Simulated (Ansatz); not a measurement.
Base system: ZnSe in the zinc blende structure (space group F-43m, No. 216; a = 5.6333 Å). Axes: x, y, z lie along the cube axes.

Now apply this change: a pure shear with ε_xy = ε_yx = 0.0029, atoms relaxed at fixed cell.

Method: PBEsol (Ansatz, an electronic-structure program, PAW, no SOC).

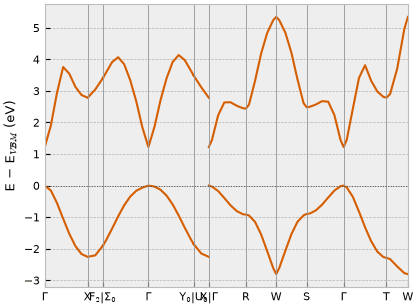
Figure. Highest valence and lowest conduction band along the path of the changed cell's own zone

Task: Read the changed gap and its character from the plot.

Result: About 1.2 eV, direct at Γ.

The cells carry an imposed strain or load. Whether these cells are dynamically stable was not tested. k-point labels follow each cell's own Brillouin zone.
